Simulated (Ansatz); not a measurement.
# Cl2F2Hf (SMILES [F][Hf]([F])([Cl])[Cl]): what the fields show

```json
{"atom": "F", "x (Å)": "0.1835", "y (Å)": "-0.5871", "z (Å)": "1.8358"}
{"atom": "Hf", "x (Å)": "0.0621", "y (Å)": "-0.0778", "z (Å)": "0.0241"}
{"atom": "F", "x (Å)": "1.2480", "y (Å)": "-1.1514", "z (Å)": "-0.9745"}
{"atom": "Cl", "x (Å)": "-2.1162", "y (Å)": "-0.4184", "z (Å)": "-0.7327"}
{"atom": "Cl", "x (Å)": "0.6724", "y (Å)": "2.1612", "z (Å)": "-0.1943"}
```

Geometry: PBE0-D4/def2-TZVP; core potentials replace the inner electrons of Hf.

Computed with RKS PBE0-D4/def2-TZVPP (Ansatz 0.2.0).

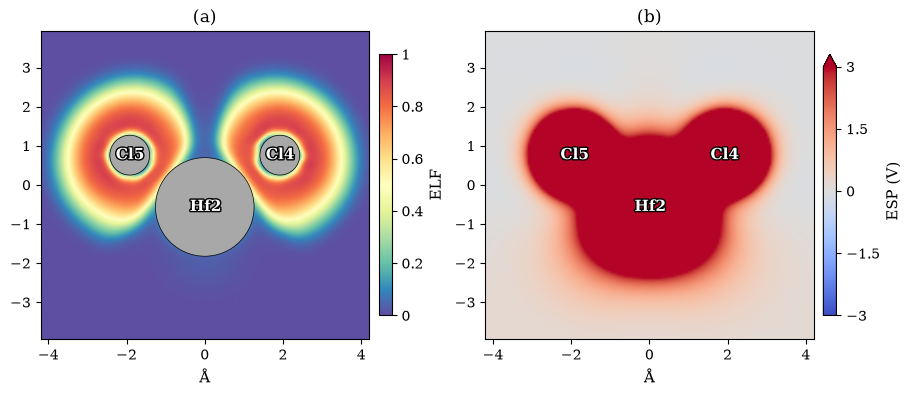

Figure 1. (a) electron localisation function; (b) molecular electrostatic potential on the plane of atoms Cl4, Hf2 and Cl5. Grey discs cover the atomic cores in the ELF map.

Question: Read the bonding off the picture.

Answer: Atoms in the plane: Hf and Cl.
Hf–Cl (2.33 Å): the ELF peaks at about 0.85 in the valence shell of Cl, 0.8 Å from its nucleus, and is about 0.35 at the midpoint.
The potential has no marked negative region in this plane.

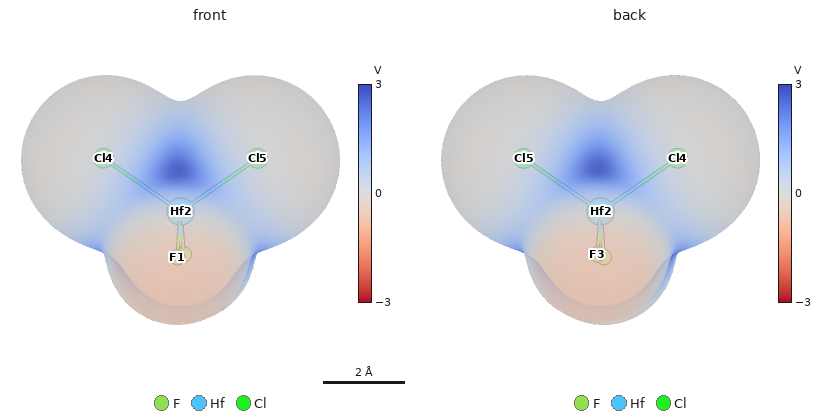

Figure 2. The electrostatic potential painted on the density surface at 0.001 e/bohr³, seen from the front and from behind; the colour scale runs from red (negative) to blue (positive).

Question: Which sites attract a positive test charge, and which a negative one?

Answer: A positive charge is drawn to the negative regions and a negative charge to the positive ones. The most negative region (about −0.6 V) lies over F1 and F3, the most positive (about +2.7 V) over Hf2.

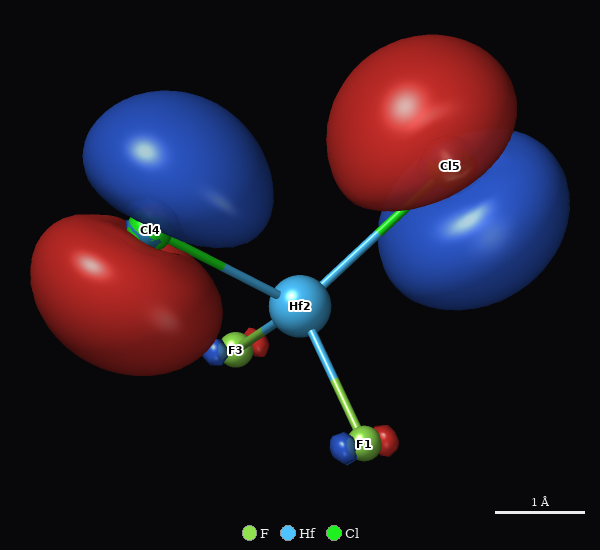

Figure 3. One frontier orbital at ±0.1 Å⁻³ᐟ² (red and blue are the two phases), seen at a tilt.

Question: Which orbital is it: HOMO or LUMO?

Answer: The HOMO, at −9.82 eV. Its weight (Hirshfeld) is mainly on Cl4 (about 45 %) and Cl5 (about 45 %); largely a combination of lone pairs on Cl4 and Cl5.
